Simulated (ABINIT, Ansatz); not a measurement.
# KNaMg2F6 (P4/mmm): G0W0 with ABINIT, start to end, part 2 of 3

How does a plane-wave GW calculation on KNaMg2F6 (P4/mmm) run from the first input to the gap?

ABINIT 10.8.3; LDA and many-body steps on it, plane waves. Known limits of the many-body steps: not at the basis limit; coarse k mesh.

So far. Step 2 (Ground state): The gap is indirect, with the least direct gap 0.40 eV higher.

**3. Bands along the symmetry lines**

Level of this step: DFT, LDA, plane waves, norm-conserving pseudopotentials (ABINIT).

The cheap functional maps the bands first; the places of the edges decide which points the dearer methods must see.

Input file run.abi:

```
acell 3*1.0 Angstrom
rprim 
  4.007581000000 0.000000000000 0.000000000000
  0.000000000000 4.007581000000 0.000000000000
  0.000000000000 0.000000000000 7.994870000000
ntypat 4
znucl 19 11 12 9
natom 10
typat 1 2 3 3 4 4 4 4 4 4
xred 
  0.500000000000 0.500000000000 0.500000000000
  0.500000000000 0.500000000000 0.000000000000
  0.000000000000 0.000000000000 0.246633000000
  0.000000000000 0.000000000000 0.753367000000
  0.500000000000 0.000000000000 0.243520000000
  0.500000000000 0.000000000000 0.756480000000
  0.000000000000 0.500000000000 0.756480000000
  0.000000000000 0.500000000000 0.243520000000
  0.000000000000 0.000000000000 0.000000000000
  0.000000000000 0.000000000000 0.500000000000
pp_dirpath "pseudos"
pseudos "K.upf, Na.upf, Mg.upf, F.upf"
ecut 38
iscf -2
irdden 1
kptopt 0
nkpt 39
kpt 
  0.00000000 0.00000000 0.00000000
  0.00000000 0.12500000 0.00000000
  0.00000000 0.25000000 0.00000000
  0.00000000 0.37500000 0.00000000
  0.00000000 0.50000000 0.00000000
  0.12500000 0.50000000 0.00000000
  0.25000000 0.50000000 0.00000000
  0.37500000 0.50000000 0.00000000
  0.50000000 0.50000000 0.00000000
  0.37500000 0.37500000 0.00000000
  0.25000000 0.25000000 0.00000000
  0.12500000 0.12500000 0.00000000
  0.00000000 0.00000000 0.00000000
  0.00000000 0.00000000 0.12500000
  0.00000000 0.00000000 0.25000000
  0.00000000 0.00000000 0.37500000
  0.00000000 0.00000000 0.50000000
  0.00000000 0.12500000 0.50000000
  0.00000000 0.25000000 0.50000000
  0.00000000 0.37500000 0.50000000
  0.00000000 0.50000000 0.50000000
  0.12500000 0.50000000 0.50000000
  0.25000000 0.50000000 0.50000000
  0.37500000 0.50000000 0.50000000
  0.50000000 0.50000000 0.50000000
  0.37500000 0.37500000 0.50000000
  0.25000000 0.25000000 0.50000000
  0.12500000 0.12500000 0.50000000
  0.00000000 0.00000000 0.50000000
  0.00000000 0.50000000 0.00000000
  0.00000000 0.50000000 0.12500000
  0.00000000 0.50000000 0.25000000
  0.00000000 0.50000000 0.37500000
  0.00000000 0.50000000 0.50000000
  0.50000000 0.50000000 0.00000000
  0.50000000 0.50000000 0.12500000
  0.50000000 0.50000000 0.25000000
  0.50000000 0.50000000 0.37500000
  0.50000000 0.50000000 0.50000000
istwfk *1
nband 47
nbdbuf 2
tolwfr 1e-08
nstep 40
prtwf 0
prtvol 0
indata_prefix "in"
outdata_prefix "out"
tmpdata_prefix "tmp"
```

Run with:

```sh
OMP_NUM_THREADS=1 mpirun -n 4 abinit run.abi > log
```

Numbers of over 12 decimals in the logs are rounded to 6 here.

What it wrote:

```text
.Version 10.8.3 of ABINIT. v10.8.2 released Aug 2026.

 Symmetries : space group P4/m m m (#123); Bravais tP (primitive tetrag.)
[... echo of the input left out ...]
== DATASET  1 ==================================================================
-   mpi_nproc: 4, omp_nthreads: 1 (-1 if OMP is not activated)

--- !DatasetInfo
iteration_state: {dtset: 1, }
dimensions: {natom: 10, nkpt: 39, mband: 47, nsppol: 1, nspinor: 1, nspden: 1, mpw: 9813, }
cutoff_energies: {ecut:  38.0, pawecutdg:  -1.0, }
electrons: {nelect:   8.00000000E+01, charge:   0.00000000E+00, occopt:   1.00000000E+00, tsmear:   1.00000000E-02, }

 Real(R)+Recip(G) space primitive vectors, cartesian coordinates (Bohr,Bohr^-1):
 R(1)=  7.5732305  0.0000000  0.0000000  G(1)=  0.1320440  0.0000000  0.0000000
 R(2)=  0.0000000  7.5732305  0.0000000  G(2)=  0.0000000  0.1320440  0.0000000
 R(3)=  0.0000000  0.0000000 15.1081147  G(3)=  0.0000000  0.0000000  0.0661896
 Unit cell volume ucvol=  8.6650810E+02 bohr^3
 Angles (23,13,12)=  9.00000000E+01  9.00000000E+01  9.00000000E+01 degrees

 getcut: wavevector=  0.0000  0.0000  0.0000  ngfft=  45  45  90
         ecut(hartree)=     38.000   => boxcut(ratio)=   2.09370

--- Pseudopotential description ------------------------------------------------
- K Generated using ONCVPSP code by D. R. Hamann
- 19.00000   9.00000  180309                  znucl, zion, pspdat
12 -1012 2 -1 2170                            pspcod,pspxc,lmax,lloc,mmax
     nproj     2     2     2
  pspatm : epsatm=    8.21740868
         --- l  ekb(1:nproj) -->
             0   10.940065    0.829722
             1    4.437415    0.568178
             2   -3.386874   -1.066382
 pspatm: atomic psp has been read  and splines computed

- Na Generated using ONCVPSP code by D. R. Hamann
- 11.00000   9.00000  180309                  znucl, zion, pspdat
12 -1012 1 -1 1968                            pspcod,pspxc,lmax,lloc,mmax
     nproj     2     2     0
  pspatm : epsatm=    9.37365322
         --- l  ekb(1:nproj) -->
[...]
pspatm: atomic psp has been read  and splines computed

- Mg Generated using ONCVPSP code by D. R. Hamann
- 12.00000  10.00000  180309                  znucl, zion, pspdat
12 -1012 1 -1 1510                            pspcod,pspxc,lmax,lloc,mmax
     nproj     2     2     0
  pspatm : epsatm=    9.23542517
         --- l  ekb(1:nproj) -->
[...]
pspatm: atomic psp has been read  and splines computed

- F Generated using ONCVPSP code by D. R. Hamann
-  9.00000   7.00000  201202                  znucl, zion, pspdat
12 -1012 2 -1 824                             pspcod,pspxc,lmax,lloc,mmax
     nproj     2     2     1
  pspatm : epsatm=    4.94580260
         --- l  ekb(1:nproj) -->
[...]
2   -2.364936
 pspatm: atomic psp has been read  and splines computed

[...]
iteration_state: {dtset: 1, }
comment   : Summary of ground state results
lattice_vectors:
- [  7.5732305,   0.0000000,   0.0000000, ]
- [  0.0000000,   7.5732305,   0.0000000, ]
- [  0.0000000,   0.0000000,  15.1081147, ]
lattice_lengths: [   7.57323,    7.57323,   15.10811, ]
lattice_angles: [ 90.000,  90.000,  90.000, ] # degrees, (23, 13, 12)
lattice_volume:   8.6650810E+02
convergence: {deltae:  0.000E+00, res2:  0.000E+00, residm:  9.984E-09, diffor:  0.000E+00, }
etotal    :  -3.42246069E+02
entropy   :   0.00000000E+00
fermie    :  -1.88552285E-02
cartesian_stress_tensor: null
pressure_GPa: null
xred      :
- [  5.0000E-01,   5.0000E-01,   5.0000E-01,  K]
- [  5.0000E-01,   5.0000E-01,   0.0000E+00, Na]
- [  0.0000E+00,   0.0000E+00,   2.4663E-01, Mg]
- [  0.0000E+00,   0.0000E+00,   7.5337E-01, Mg]
- [  5.0000E-01,   0.0000E+00,   2.4352E-01,  F]
- [  5.0000E-01,   0.0000E+00,   7.5648E-01,  F]
- [  0.0000E+00,   5.0000E-01,   7.5648E-01,  F]
- [  0.0000E+00,   5.0000E-01,   2.4352E-01,  F]
- [  0.0000E+00,   0.0000E+00,   0.0000E+00,  F]
- [  0.0000E+00,   0.0000E+00,   5.0000E-01,  F]
cartesian_forces: null
force_length_stats: {min: null, max: null, mean: null, }

 Integrated electronic density in atomic spheres:
 ------------------------------------------------
 Atom  Sphere_radius  Integrated_density
[...]
================================================================================

 ----iterations are completed or convergence reached----

 Mean square residual over all n,k,spin=   55.822E-10; max=  99.842E-10
 reduced coordinates (array xred) for   10 atoms
[...]
0.000000000000      0.000000000000      0.000000000000
       0.000000000000      0.000000000000      0.500000000000

 cartesian coordinates (angstrom) at end:
    1      2.003791     2.003791     3.997435
    2      2.003791     2.003791     0.000000
    3      0.000000     0.000000     1.971799
[...]
9      0.000000     0.000000     0.000000
   10      0.000000     0.000000     3.997435
 length scales=  1.889726125908  1.889726125908  1.889726125908 bohr
              =  1.000000000000  1.000000000000  1.000000000000 angstroms
 prteigrs : about to open file out_EIG
 Eigenvalues (hartree) for nkpt=  39  k points:
 kpt#   1, nband= 47, wtk=  1.00000, kpt=  0.0000  0.0000  0.0000 (reduced coord)
[...]
kpt#   2, nband= 47, wtk=  1.00000, kpt=  0.0000  0.1250  0.0000 (reduced coord)
[...]
kpt#   3, nband= 47, wtk=  1.00000, kpt=  0.0000  0.2500  0.0000 (reduced coord)
[...]
kpt#  38, nband= 47, wtk=  1.00000, kpt=  0.5000  0.5000  0.3750 (reduced coord)
[...]
0.35011    0.35472    0.36072    0.36072    0.41241    0.41738    0.41738
 kpt#  39, nband= 47, wtk=  1.00000, kpt=  0.5000  0.5000  0.5000 (reduced coord)
[...]
-0.09783   -0.09247   -0.08666   -0.08666   -0.07499   -0.07392   -0.07392   -0.07015
  -0.06102   -0.06095   -0.03244   -0.03244   -0.02857   -0.02857   -0.01957   -0.01949
   0.35032    0.35481    0.35963    0.35963    0.41088    0.42587    0.42587

== END DATASET(S) ==============================================================
================================================================================

 -outvars: echo values of variables after computation  --------
            nband          47
             nkpt          39
          spgroup         123
 [... the other variables as echoed above ...]

 Calculation completed.
```

Run time: 3.5 min. Hardware: 4 MPI ranks of Intel Xeon 6975P-C (Granite Rapids), shared host; peak memory 0.67 GiB.

This step gave:

```yaml
gap: 6.084 eV
k_of_the_valence_top: 0.5, 0.5, 0
k_of_the_conduction_bottom: 0, 0, 0
least_direct_gap: 6.484 eV
```

The gap is 6.084 eV, as in the run before at this level.

Electronic bands along the path, in eV, zero at the top of the highest filled band:

```tsv
point	band 37	band 38	band 39	band 40	band 41	band 42	band 43	band 44
Γ	-0.53	-0.40	-0.40	-0.40	6.08	9.03	9.33	10.00
X	-0.85	-0.53	-0.50	-0.01	8.84	9.29	10.74	10.93
M	-0.03	-0.01	0.00	0.00	10.01	10.15	10.61	10.61
Γ	-0.53	-0.40	-0.40	-0.40	6.08	9.03	9.33	10.00
Z	-0.50	-0.50	-0.46	-0.46	6.78	7.48	9.90	10.06
R	-0.63	-0.62	-0.37	-0.19	9.13	9.47	9.93	10.39
A	-0.26	-0.26	-0.02	-0.02	10.05	10.17	10.30	10.30
Z	-0.50	-0.50	-0.46	-0.46	6.78	7.48	9.90	10.06
jump to X	-0.85	-0.53	-0.50	-0.01	8.84	9.29	10.74	10.93
R	-0.63	-0.62	-0.37	-0.19	9.13	9.47	9.93	10.39
jump to M	-0.03	-0.01	0.00	0.00	10.01	10.15	10.61	10.61
A	-0.26	-0.26	-0.02	-0.02	10.05	10.17	10.30	10.30
```

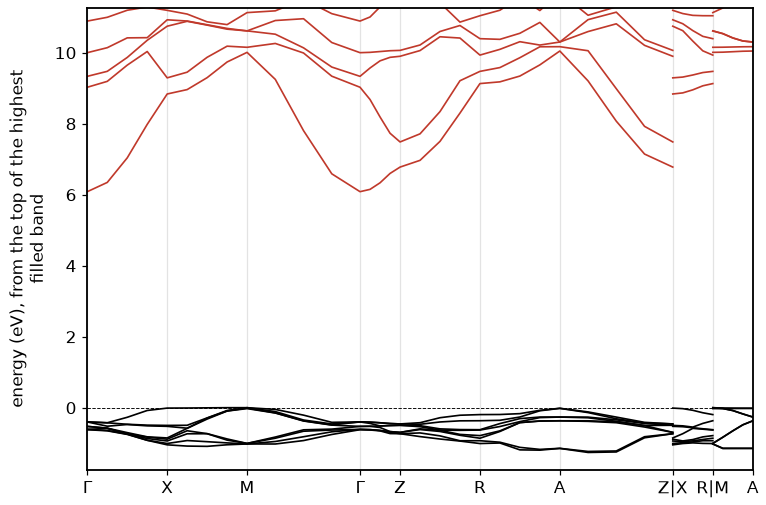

Electronic bands along the path; lines of filled and empty bands in two colours.

**4. Empty states on the mesh, 2×2×1 mesh, 112 bands**

The sums over transitions need many empty states on a uniform mesh; this step solves for them.

Input file run.abi:

```
acell 3*1.0 Angstrom
rprim 
  4.007581000000 0.000000000000 0.000000000000
  0.000000000000 4.007581000000 0.000000000000
  0.000000000000 0.000000000000 7.994870000000
ntypat 4
znucl 19 11 12 9
natom 10
typat 1 2 3 3 4 4 4 4 4 4
xred 
  0.500000000000 0.500000000000 0.500000000000
  0.500000000000 0.500000000000 0.000000000000
  0.000000000000 0.000000000000 0.246633000000
  0.000000000000 0.000000000000 0.753367000000
  0.500000000000 0.000000000000 0.243520000000
  0.500000000000 0.000000000000 0.756480000000
  0.000000000000 0.500000000000 0.756480000000
  0.000000000000 0.500000000000 0.243520000000
  0.000000000000 0.000000000000 0.000000000000
  0.000000000000 0.000000000000 0.500000000000
pp_dirpath "pseudos"
pseudos "K.upf, Na.upf, Mg.upf, F.upf"
ecut 38
ngkpt 2 2 1
nshiftk 1
shiftk 0 0 0
kptopt 1
chksymbreak 0
iscf -2
irdden 1
istwfk *1
nband 112
nbdbuf 10
tolwfr 1e-09
nstep 60
prtvol 0
indata_prefix "in"
outdata_prefix "out"
tmpdata_prefix "tmp"
```

What it wrote:

```text
.Version 10.8.3 of ABINIT. v10.8.2 released Aug 2026.

 Symmetries : space group P4/m m m (#123); Bravais tP (primitive tetrag.)
[... echo of the input left out ...]
== DATASET  1 ==================================================================
-   mpi_nproc: 4, omp_nthreads: 1 (-1 if OMP is not activated)
-    --> not optimal distribution: autoparal keyword recommended in input file <--

--- !DatasetInfo
iteration_state: {dtset: 1, }
dimensions: {natom: 10, nkpt: 3, mband: 112, nsppol: 1, nspinor: 1, nspden: 1, mpw: 9813, }
cutoff_energies: {ecut:  38.0, pawecutdg:  -1.0, }
electrons: {nelect:   8.00000000E+01, charge:   0.00000000E+00, occopt:   1.00000000E+00, tsmear:   1.00000000E-02, }

 Real(R)+Recip(G) space primitive vectors, cartesian coordinates (Bohr,Bohr^-1):
 R(1)=  7.5732305  0.0000000  0.0000000  G(1)=  0.1320440  0.0000000  0.0000000
 R(2)=  0.0000000  7.5732305  0.0000000  G(2)=  0.0000000  0.1320440  0.0000000
 R(3)=  0.0000000  0.0000000 15.1081147  G(3)=  0.0000000  0.0000000  0.0661896
 Unit cell volume ucvol=  8.6650810E+02 bohr^3
 Angles (23,13,12)=  9.00000000E+01  9.00000000E+01  9.00000000E+01 degrees

 getcut: wavevector=  0.0000  0.0000  0.0000  ngfft=  45  45  90
         ecut(hartree)=     38.000   => boxcut(ratio)=   2.09370

--- Pseudopotential description ------------------------------------------------
- K Generated using ONCVPSP code by D. R. Hamann
- 19.00000   9.00000  180309                  znucl, zion, pspdat
12 -1012 2 -1 2170                            pspcod,pspxc,lmax,lloc,mmax
     nproj     2     2     2
  pspatm : epsatm=    8.21740868
         --- l  ekb(1:nproj) -->
             0   10.940065    0.829722
             1    4.437415    0.568178
             2   -3.386874   -1.066382
 pspatm: atomic psp has been read  and splines computed

- Na Generated using ONCVPSP code by D. R. Hamann
- 11.00000   9.00000  180309                  znucl, zion, pspdat
12 -1012 1 -1 1968                            pspcod,pspxc,lmax,lloc,mmax
     nproj     2     2     0
  pspatm : epsatm=    9.37365322
         --- l  ekb(1:nproj) -->
[...]
pspatm: atomic psp has been read  and splines computed

- Mg Generated using ONCVPSP code by D. R. Hamann
- 12.00000  10.00000  180309                  znucl, zion, pspdat
12 -1012 1 -1 1510                            pspcod,pspxc,lmax,lloc,mmax
     nproj     2     2     0
  pspatm : epsatm=    9.23542517
         --- l  ekb(1:nproj) -->
[...]
pspatm: atomic psp has been read  and splines computed

- F Generated using ONCVPSP code by D. R. Hamann
-  9.00000   7.00000  201202                  znucl, zion, pspdat
12 -1012 2 -1 824                             pspcod,pspxc,lmax,lloc,mmax
     nproj     2     2     1
  pspatm : epsatm=    4.94580260
         --- l  ekb(1:nproj) -->
[...]
2   -2.364936
[...]
-2.5919E+00 -2.5919E+00 -1.7646E+00 -1.3954E+00 -1.3952E+00 -1.3952E+00
 -1.3951E+00 -1.3951E+00 -1.3951E+00 -9.5133E-01 -7.5540E-01 -7.5331E-01
 -7.5331E-01 -7.4238E-01 -7.3262E-01 -7.2387E-01 -7.1631E-01 -7.1599E-01
[...]
1.2176E+00  1.2892E+00  1.2921E+00  1.2921E+00  1.3007E+00  1.3124E+00
  1.3466E+00  1.3471E+00  1.3542E+00  1.3564E+00  1.3646E+00  1.3668E+00
  1.3939E+00  1.3939E+00  1.4158E+00  1.4852E+00
 prteigrs : prtvol=0 or 1, do not print more k-points.

--- !ResultsGS
iteration_state: {dtset: 1, }
comment   : Summary of ground state results
lattice_vectors:
- [  7.5732305,   0.0000000,   0.0000000, ]
- [  0.0000000,   7.5732305,   0.0000000, ]
- [  0.0000000,   0.0000000,  15.1081147, ]
lattice_lengths: [   7.57323,    7.57323,   15.10811, ]
lattice_angles: [ 90.000,  90.000,  90.000, ] # degrees, (23, 13, 12)
lattice_volume:   8.6650810E+02
convergence: {deltae:  0.000E+00, res2:  0.000E+00, residm:  9.914E-10, diffor:  0.000E+00, }
etotal    :  -3.42246069E+02
entropy   :   0.00000000E+00
fermie    :  -1.88552285E-02
cartesian_stress_tensor: null
pressure_GPa: null
xred      :
- [  5.0000E-01,   5.0000E-01,   5.0000E-01,  K]
- [  5.0000E-01,   5.0000E-01,   0.0000E+00, Na]
- [  0.0000E+00,   0.0000E+00,   2.4663E-01, Mg]
- [  0.0000E+00,   0.0000E+00,   7.5337E-01, Mg]
- [  5.0000E-01,   0.0000E+00,   2.4352E-01,  F]
- [  5.0000E-01,   0.0000E+00,   7.5648E-01,  F]
- [  0.0000E+00,   5.0000E-01,   7.5648E-01,  F]
- [  0.0000E+00,   5.0000E-01,   2.4352E-01,  F]
- [  0.0000E+00,   0.0000E+00,   0.0000E+00,  F]
- [  0.0000E+00,   0.0000E+00,   5.0000E-01,  F]
cartesian_forces: null
force_length_stats: {min: null, max: null, mean: null, }

 Integrated electronic density in atomic spheres:
 ------------------------------------------------
 Atom  Sphere_radius  Integrated_density
[...]
================================================================================

 ----iterations are completed or convergence reached----

 Mean square residual over all n,k,spin=   43.754E-11; max=  99.136E-11
 reduced coordinates (array xred) for   10 atoms
[...]
0.000000000000      0.000000000000      0.000000000000
       0.000000000000      0.000000000000      0.500000000000

 cartesian coordinates (angstrom) at end:
    1      2.003791     2.003791     3.997435
    2      2.003791     2.003791     0.000000
[...]
9      0.000000     0.000000     0.000000
   10      0.000000     0.000000     3.997435
 length scales=  1.889726125908  1.889726125908  1.889726125908 bohr
              =  1.000000000000  1.000000000000  1.000000000000 angstroms
 prteigrs : about to open file out_EIG
 Eigenvalues (hartree) for nkpt=   3  k points:
 kpt#   1, nband=112, wtk=  0.25000, kpt=  0.0000  0.0000  0.0000 (reduced coord)
[...]
1.21763    1.28923    1.29207    1.29207    1.30070    1.31244    1.34663    1.34711
   1.35416    1.35641    1.36458    1.36676    1.39394    1.39394    1.41584    1.48521
 prteigrs : prtvol=0 or 1, do not print more k-points.

== END DATASET(S) ==============================================================
================================================================================

 -outvars: echo values of variables after computation  --------
            nband         112
             nkpt           3
          spgroup         123
 [... the other variables as echoed above ...]

 Calculation completed.
```

The job ended after 53 s (4 MPI ranks; peak memory 0.46 GiB).

This step gave:

```
gap                                                           : 6.084 eV
k of the valence top                                          : 0.5, 0.5, 0
k of the conduction bottom                                    : 0, 0, 0
least direct gap                                              : 6.484 eV
k points computed                                             : 3
lowest point of the top converged band, above the valence top : 34.57 eV
```

On this mesh the gap is 6.084 eV.

**5. Screening, 2×2×1 mesh, 102 bands, screening to 98 eV**

The RPA dielectric matrix is built and inverted for each q.

This step: RPA screening on LDA, plane waves, norm-conserving pseudopotentials.

run.abi: that of step 4 with these lines changed.

```diff
@@ -28,10 +28,11 @@
 chksymbreak 0
-iscf -2
-irdden 1
 istwfk *1
-nband 112
-nbdbuf 10
-tolwfr 1e-09
-nstep 60
-prtvol 0
+occopt 1
+irdwfk 1
+optdriver 3
+nband 102
+ecuteps 3.6
+inclvkb 2
+awtr 1
+symchi 1
 indata_prefix "in"
```

What it wrote:

```text
.Version 10.8.3 of ABINIT. v10.8.2 released Aug 2026.

 Symmetries : space group P4/m m m (#123); Bravais tP (primitive tetrag.)
[... echo of the input left out ...]
== DATASET  1 ==================================================================
-   mpi_nproc: 4, omp_nthreads: 1 (-1 if OMP is not activated)

--- !DatasetInfo
iteration_state: {dtset: 1, }
dimensions: {natom: 10, nkpt: 3, mband: 102, nsppol: 1, nspinor: 1, nspden: 1, mpw: 9813, }
cutoff_energies: {ecut:  38.0, pawecutdg:  -1.0, }
electrons: {nelect:   8.00000000E+01, charge:   0.00000000E+00, occopt:   1.00000000E+00, tsmear:   1.00000000E-02, }

 SCREENING: Calculation of the susceptibility and dielectric matrices

 Based on a program developped by R.W. Godby, V. Olevano, G. Onida, and L. Reining.
 Incorporated in ABINIT by V. Olevano, G.-M. Rignanese, and M. Torrent.
.Using double precision arithmetic ; gwpc =  8

[... cell and pseudopotentials left out ...]
--------------------------------------------------------------------------------

 ==== K-mesh for the wavefunctions ====
 Number of points in the irreducible wedge :     3
[... list of points left out ...]
 Together with 16 symmetry operations and time-reversal symmetry
 yields     4 points in the full Brillouin Zone.

 ==== Q-mesh for the screening function ====
 Number of points in the irreducible wedge :     3
[... list of points left out ...]
 Together with 16 symmetry operations and time-reversal symmetry
 yields     4 points in the full Brillouin Zone.

 setmesh: FFT mesh size selected  =    27x   27x   60
          total number of points  =        43740

 vcoul_init : cutoff-mode = AUXILIARY_FUNCTION
 q-points for optical limit:   1
     1)      0.000010    0.000020    0.000030

- screening: taking advantage of time-reversal symmetry
- Maximum band index for partially occupied states nbvw = 40
- Remaining bands to be divided among processors   nbcw = 62
- Number of bands treated by each node ~15

 Number of electrons calculated from density =   80.0000; Expected =   80.0000
 average of density, n =  0.092325
 r_s =    1.3726
 omega_plasma =   29.3099 [eV]

 calculating chi0 at frequencies [eV] :
  1    0.000000E+00    0.000000E+00
  2    0.000000E+00    2.930990E+01

--------------------------------------------------------------------------------
  q-point number  1        q = ( 0.000000, 0.000000, 0.000000) [r.l.u.]
--------------------------------------------------------------------------------
[... chi0 elements left out ...]
 For q-point:  0.000010 0.000020 0.000030
  dielectric constant =   1.9703
  dielectric constant without local fields =   2.0625

  Average fulfillment of the sum rule on Im[epsilon] for q-point    1 :     26.67  [%]
[... wings left out ...]
  q-point number  2        q = ( 0.500000, 0.000000, 0.000000) [r.l.u.]
--------------------------------------------------------------------------------
[... chi0 elements left out ...]
  Average fulfillment of the sum rule on Im[epsilon] for q-point    2 :     28.41  [%]

 [... 1 further q-points ...]
```

It took 46 s on 4 MPI ranks; peak memory 1.3 GiB; 3.1 min of CPU time.

Numbers from this step:

```yaml
eps_infinity_with_local_fields_on_this_mesh_along_the_program_s_q_direction: 1.970
the_same_without_local_fields: 2.062
plasma_frequency: 29.31 eV
plane_waves_in_the_screening_matrix: 297
```

Local fields lower ε∞ by 4 %. On a Γ-centred mesh this coarse the value itself is usually too large, while a short band sum pulls it down.

[end of part 2 of 3]

[Paths, hosts, dates, memory and timing lines, banners, echoed tables and standing remarks are left out of the program output.]

[Logs are printed without paths, hosts, clocks, repeated set-up lines and the standing remarks that a program may print on its own settings, such as how far it seeks lower states.]

[Runs of the session that timed out or met a known fault of the program may be left out.]

[Hosts, paths, dates, database ids (printed as entryN), source tags and the programs' standing remarks are cut or masked in the printed files.]

[G0W0 gaps are taken among the corrected bands and points alone; a level outside them can change the order at an edge.]

[Where Ansatz stands beside ABINIT at settings called matched, ABINIT's density can come from a denser mesh and the files from another edition; pairs whose starting gaps differed by over 0.03 eV were left out, so agreement reads better than it is.]
